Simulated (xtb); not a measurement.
## Run report: TiCl$_{2}$O, geometry relaxation (part 1 of 3)

System: TiCl$_{2}$O, SMILES [O]=[Ti]([Cl])[Cl].
Method: GFN1-xTB, ddCOSMO solvent hexane (xtb 6.7.1).

The geometry comes from this level: GFN2-xTB.

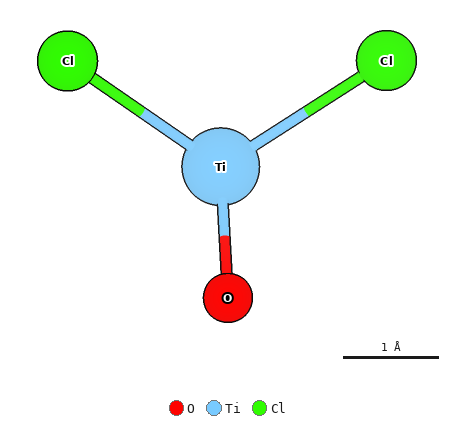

Fig. 1: The starting structure (ball-and-stick view, seen on its broad side). Sticks mark near contacts. Bond lengths as drawn: Cl–Ti 2.15 Å and O–Ti 1.59 Å.

## Results in brief

```csv
quantity,value
outcome,converged
electrons treated,24
total energy,−14.588147 hartree
dispersion energy,−0.001561 hartree
solvation energy,−0.017703 hartree
basis functions,34
HOMO,−13.49 eV
LUMO,−10.98 eV
dipole moment,3.87 D
hardware,"1 thread of AMD EPYC (Zen 5), 176 GiB of memory available, shared host"
peak memory,0.075 GiB
```

## Input file (mol.json)
```
{
 "schema_name": "qcschema_molecule",
 "schema_version": 2,
 "symbols": [
  "O",
  "Ti",
  "Cl",
  "Cl"
 ],
 "geometry": [
  0.9273642,
  2.07983257,
  2.0168291,
  -0.68088722,
  -0.18509867,
  0.87792896,
  1.97378114,
  -3.03149865,
  -0.26167038,
  -2.22025812,
  1.13676475,
  -2.63308769
 ],
 "molecular_charge": 0,
 "molecular_multiplicity": 1
}
```

Command:
```bash
xtb mol.json --gfn 1 --opt lax --cosmo hexane | tee run.log
```

## Output
```
* xtb version 6.7.1
   ID    Z sym.   atoms
    1    8 O      1
    2   22 Ti     2
    3   17 Cl     3, 4

           -------------------------------------------------
          |                Calculation Setup                |
           -------------------------------------------------

          program call               : xtb mol.json --gfn 1 --opt lax --cosmo hexane
          coordinate file            : mol.json
          omp threads                :                     1

           -------------------------------------------------
          |                 G F N 1 - x T B                 |
           -------------------------------------------------

      * Hamiltonian:
        H0-scaling (s, p, d)           1.850000    2.250000    2.000000
        zeta-weighting                 0.000000
      * Dispersion:
        s8                             2.400000
        a1                             0.630000
        a2                             5.000000
        s9                             0.000000
      * Repulsion:
        kExp                           1.500000
        rExp                           1.000000
      * Coulomb:
        alpha                          2.000000
        third order                    atomic
        anisotropic                    false
      * Halogen bond correction:
        rad-scale                      1.300000
        damping                        0.440000

      * Solvation model:               COSMO
        Solvent                        hexane
        Parameter file                 internal GFN1-xTB/ALPB+COSMO
        Dielectric constant                1.8800E+00
        Reference state                gsolv [1 M gas/solution]
        Free energy shift                  0.0000E+00 Eh       0.0000E+00 kcal/mol
        Temperature                        2.9815E+02 K
        Density                            6.6000E-01 kg/L
        Solvent mass                       8.6180E+01 g/mol
        vdW Radii scaling                  1.0000E+00
        Surface tension                    1.0000E-05 Eh       1.5569E+01 dyn/cm
        Grid points                               230 per atom

          ...................................................
          :                      SETUP                      :
          :.................................................:
          :  # basis functions                  34          :
          :  # atomic orbitals                  31          :
          :  # shells                           11          :
          :  # electrons                        24          :
          :  # halogen bonds                     2          :
          :  max. iterations                   250          :
          :  Hamiltonian                  GFN1-xTB          :
          :  restarted?                      false          :
          :  GBSA solvation                   true          :
          :  PC potential                    false          :
          :  electronic temp.          300.0000000     K    :
          :  accuracy                    1.0000000          :
          :  -> integral cutoff          0.2500000E+02      :
          :  -> integral neglect         0.1000000E-07      :
          :  -> SCF convergence          0.1000000E-05 Eh   :
          :  -> wf. convergence          0.2000000E-04 e    :
          :  Broyden damping             0.4000000          :
          :  net charge                          0          :
          :  unpaired electrons                  0          :
          ...................................................

 iter      E             dE          RMSdq      gap      omega  full diag
   1    -16.0000321 -0.160000E+02  0.396E+01    0.86       0.0  T
   2    -12.3564447  0.364359E+01  0.215E+01    3.42       1.0  T
   3    -12.5182926 -0.161848E+00  0.192E+01    6.34       1.0  T
   4    -13.1939833 -0.675691E+00  0.159E+01    6.28       1.0  T
   5    -14.5907203 -0.139674E+01  0.514E+00    3.37       1.0  T
   6    -12.6523517  0.193837E+01  0.130E+01    5.84       1.0  T
   7    -15.4918856 -0.283953E+01  0.383E+01    0.41       1.0  T
   8    -14.0145855  0.147730E+01  0.125E+01    4.92       1.0  T
   9    -13.7018045  0.312781E+00  0.111E+01    5.33       1.0  T
  10    -14.6331612 -0.931357E+00  0.213E+00    2.95       1.0  T
  11    -14.6290411  0.412012E-02  0.229E+00    3.07       1.0  T
  12    -14.6193586  0.968250E-02  0.141E+00    2.99       1.0  T
  13    -14.5926232  0.267353E-01  0.231E+00    2.27       1.0  T
  14    -14.6138158 -0.211926E-01  0.164E+00    2.36       1.0  T
  15    -14.6237603 -0.994454E-02  0.991E-01    2.86       1.0  T
  16    -14.6350637 -0.113034E-01  0.102E-01    2.66       1.0  T
  17    -14.6350471  0.166510E-04  0.773E-02    2.66       1.0  T
  18    -14.6349810  0.660969E-04  0.725E-02    2.66       1.0  T
  19    -14.6346839  0.297082E-03  0.599E-02    2.68       1.0  T
  20    -14.6348923 -0.208440E-03  0.628E-03    2.67       8.0  T
  21    -14.6348851  0.718836E-05  0.470E-03    2.67      10.6  T
  22    -14.6348718  0.133666E-04  0.669E-04    2.67      74.7  T
  23    -14.6348736 -0.180610E-05  0.447E-05    2.67    1118.1  T
  24    -14.6348738 -0.217425E-06  0.487E-05    2.67    1027.0  T
  25    -14.6348737  0.114847E-06  0.762E-07    2.67   65609.0  T

   *** convergence criteria satisfied after 25 iterations ***

         #    Occupation            Energy/Eh            Energy/eV
      -------------------------------------------------------------
         1        2.0000           -0.9869131             -26.8553
       ...           ...                  ...                  ...
         6        2.0000           -0.5262507             -14.3200
         7        2.0000           -0.5097760             -13.8717
         8        2.0000           -0.5073103             -13.8046
         9        2.0000           -0.5026969             -13.6791
        10        2.0000           -0.5018401             -13.6558
        11        2.0000           -0.4950146             -13.4700
        12        2.0000           -0.4899273             -13.3316 (HOMO)
        13                         -0.3916969             -10.6586 (LUMO)
        14                         -0.3745766             -10.1927
        15                         -0.3611817              -9.8283
        16                         -0.3275008              -8.9118
        17                         -0.3219243              -8.7600
       ...                                ...                  ...
        31                          0.3852101              10.4821
      -------------------------------------------------------------
                  HL-Gap            0.0982304 Eh            2.6730 eV
             Fermi-level           -0.4408121 Eh          -11.9951 eV

 SCC (total)                   0 d,  0 h,  0 min,  0.030 sec
 SCC setup                      ...        0 min,  0.000 sec (  0.464%)
 Dispersion                     ...        0 min,  0.000 sec (  0.070%)
 classical contributions        ...        0 min,  0.000 sec (  0.055%)
 integral evaluation            ...        0 min,  0.001 sec (  3.316%)
 iterations                     ...        0 min,  0.026 sec ( 86.882%)
 molecular gradient             ...        0 min,  0.002 sec (  6.495%)
 printout                       ...        0 min,  0.001 sec (  2.685%)

         :::::::::::::::::::::::::::::::::::::::::::::::::::::
         ::                     SUMMARY                     ::
         :::::::::::::::::::::::::::::::::::::::::::::::::::::
         :: total energy             -14.578994952363 Eh    ::
         :: total w/o Gsasa/hb       -14.566657678631 Eh    ::
         :: gradient norm              0.019975733654 Eh/a0 ::
         :: HOMO-LUMO gap              2.672984367594 eV    ::
         ::.................................................::
         :: SCC energy               -14.634873677532 Eh    ::
         :: -> electrostatic           0.107173521689 Eh    ::
         :: -> Gsolv                  -0.018089938592 Eh    ::
         ::    -> Gelec               -0.005752664860 Eh    ::
         ::    -> Gsasa               -0.012337273732 Eh    ::
         ::    -> Ghb                  0.000000000000 Eh    ::
         ::    -> Gshift               0.000000000000 Eh    ::
         :: repulsion energy           0.057476155790 Eh    ::
         :: dispersion energy         -0.001597430621 Eh    ::
         :: halogen bond corr.         0.000000000000 Eh    ::
         :: add. restraining           0.000000000000 Eh    ::
         :: total charge              -0.000000000000 e     ::
         :::::::::::::::::::::::::::::::::::::::::::::::::::::

      -----------------------------------------------------------
     |                   =====================                   |
     |                        A N C O P T                        |
     |                   =====================                   |
     |               Approximate Normal Coordinate               |
     |                Rational Function Optimizer                |
      -----------------------------------------------------------
      -----------------------------------------------------------
     |                   =====================                   |
     |                        A N C O P T                        |
     |                   =====================                   |
     |               Approximate Normal Coordinate               |
     |                Rational Function Optimizer                |
      -----------------------------------------------------------

          ...................................................
          :                      SETUP                      :
          :.................................................:
          :   optimization level               lax          :
          :   max. optcycles                   200          :
          :   ANC micro-cycles                  20          :
          :   degrees of freedom                 6          :
          :.................................................:
          :   RF solver                   davidson          :
          :   write xtbopt.log                true          :
          :   linear?                        false          :
          :   energy convergence         0.2000000E-04 Eh   :
          :   grad. convergence          0.2500000E-02 Eh/α :
          :   maxmium RF displ.          1.0000000          :
          :   Hlow (freq-cutoff)         0.1000000E-01      :
          :   Hmax (freq-cutoff)         5.0000000          :
          :   S6 in model hess.         20.0000000          :
          ...................................................

generating ANC from exact Hessian ...
Using Lindh-Hessian (1995)
 Shifting diagonal of input Hessian by    8.3952727725011399E-003
 Lowest  eigenvalues of input Hessian
    0.000000    0.000000    0.000000    0.000000    0.000000    0.000000
    0.010000    0.027552    0.029020    0.182836    0.246943    1.654263
 Highest eigenvalues
    0.010000    0.027552    0.029020    0.182836    0.246943    1.654263

........................................................................
.............................. CYCLE    1 ..............................
........................................................................

 iter      E             dE          RMSdq      gap      omega  full diag
   1    -14.6348737 -0.146349E+02  0.177E-07    2.67       0.0  T
   2    -14.6348737 -0.139266E-08  0.312E-07    2.67  100000.0  T
   3    -14.6348737  0.101222E-08  0.513E-08    2.67  100000.0  T
     SCC iter.                  ...        0 min,  0.002 sec
     gradient                   ...        0 min,  0.002 sec
 * total energy  :   -14.5789950 Eh     change       -0.2006821E-08 Eh
   gradient norm :     0.0199751 Eh/α   predicted     0.0000000E+00 (-100.00%)
   displ. norm   :     0.6310632 α      lambda       -0.1192905E-01
   maximum displ.:     0.4670801 α      in ANC's #1, #2, #4, ...

........................................................................
.............................. CYCLE    2 ..............................
........................................................................

 iter      E             dE          RMSdq      gap      omega  full diag
   1    -14.6296816 -0.146297E+02  0.546E-01    2.60       0.0  T
   2    -14.6303247 -0.643132E-03  0.244E-01    2.49       1.0  T
   3    -14.6271150  0.320972E-02  0.506E-01    2.62       1.0  T
   4    -14.6304099 -0.329494E-02  0.433E-02    2.51       1.2  T
   5    -14.6304211 -0.111521E-04  0.227E-02    2.52       2.2  T
   6    -14.6303884  0.326893E-04  0.196E-03    2.52      25.5  T
   7    -14.6303833  0.509472E-05  0.545E-05    2.52     918.1  T
   8    -14.6303834 -0.934163E-07  0.746E-06    2.52    6703.9  T
   9    -14.6303834  0.109900E-07  0.711E-07    2.52   70309.5  T
     SCC iter.                  ...        0 min,  0.007 sec
     gradient                   ...        0 min,  0.002 sec
 * total energy  :   -14.5849545 Eh     change       -0.5959541E-02 Eh
   gradient norm :     0.0359268 Eh/α   predicted    -0.8339840E-02 (  39.94%)
   displ. norm   :     0.0775782 α      lambda       -0.1256387E-02
   maximum displ.:     0.0548376 α      in ANC's #4, #2, #1, ...

........................................................................
.............................. CYCLE    3 ..............................
........................................................................

 iter      E             dE          RMSdq      gap      omega  full diag
   1    -14.6358967 -0.146359E+02  0.108E-01    2.53       0.0  T
   2    -14.6359889 -0.922015E-04  0.470E-02    2.55       1.1  T
   3    -14.6359466  0.422797E-04  0.167E-02    2.55       3.0  T
   4    -14.6359613 -0.146349E-04  0.106E-02    2.55       4.7  T
   5    -14.6360095 -0.482434E-04  0.206E-02    2.55       2.4  T
   6    -14.6359663  0.432040E-04  0.114E-04    2.55     438.5  T
   7    -14.6359664 -0.111539E-06  0.693E-05    2.55     721.8  T
   8    -14.6359664  0.259141E-07  0.141E-06    2.55   35548.1  T
     SCC iter.                  ...        0 min,  0.006 sec
     gradient                   ...        0 min,  0.002 sec
 * total energy  :   -14.5859110 Eh     change       -0.9564903E-03 Eh
   gradient norm :     0.0277407 Eh/α   predicted    -0.6319742E-03 ( -33.93%)
   displ. norm   :     0.1405445 α      lambda       -0.1564789E-02
   maximum displ.:     0.1011638 α      in ANC's #2, #4, #1, ...

........................................................................
.............................. CYCLE    4 ..............................
........................................................................

 iter      E             dE          RMSdq      gap      omega  full diag
   1    -14.6422908 -0.146423E+02  0.640E-02    2.57       0.0  T
   2    -14.6424080 -0.117207E-03  0.101E-01    2.54       1.0  T
   3    -14.6423189  0.890934E-04  0.341E-02    2.56       1.5  T
   4    -14.6423116  0.734339E-05  0.179E-02    2.56       2.8  T
   5    -14.6422923  0.192986E-04  0.131E-02    2.56       3.8  T
   6    -14.6423186 -0.263371E-04  0.133E-04    2.56     377.3  T
   7    -14.6423189 -0.231877E-06  0.464E-05    2.56    1077.5  T
   8    -14.6423189 -0.688647E-08  0.129E-06    2.56   38780.1  T
     SCC iter.                  ...        0 min,  0.006 sec
     gradient                   ...        0 min,  0.002 sec
 * total energy  :   -14.5870091 Eh     change       -0.1098152E-02 Eh
   gradient norm :     0.0119847 Eh/α   predicted    -0.7978480E-03 ( -27.35%)
   displ. norm   :     0.2094398 α      lambda       -0.9462062E-03
   maximum displ.:     0.1687050 α      in ANC's #2, #1, #4, ...

........................................................................
.............................. CYCLE    5 ..............................
........................................................................

 iter      E             dE          RMSdq      gap      omega  full diag
   1    -14.6413938 -0.146414E+02  0.133E-01    2.55       0.0  T
   2    -14.6415876 -0.193833E-03  0.777E-02    2.51       1.0  T
   3    -14.6410974  0.490218E-03  0.128E-01    2.55       1.0  T
   4    -14.6414843 -0.386957E-03  0.571E-03    2.52       8.8  T
   5    -14.6414800  0.438001E-05  0.496E-03    2.52      10.1  T
   6    -14.6414743  0.568469E-05  0.137E-04    2.53     364.7  T
   7    -14.6414739  0.368131E-06  0.150E-05    2.53    3341.9  T
   8    -14.6414739 -0.392712E-08  0.192E-06    2.53   25995.3  T
     SCC iter.                  ...        0 min,  0.006 sec
     gradient                   ...        0 min,  0.002 sec
 * total energy  :   -14.5876360 Eh     change       -0.6268758E-03 Eh
   gradient norm :     0.0127051 Eh/α   predicted    -0.4938586E-03 ( -21.22%)
   displ. norm   :     0.1330881 α      lambda       -0.5044886E-03
   maximum displ.:     0.0822350 α      in ANC's #1, #2, #6, ...

........................................................................
.............................. CYCLE    6 ..............................
........................................................................
```
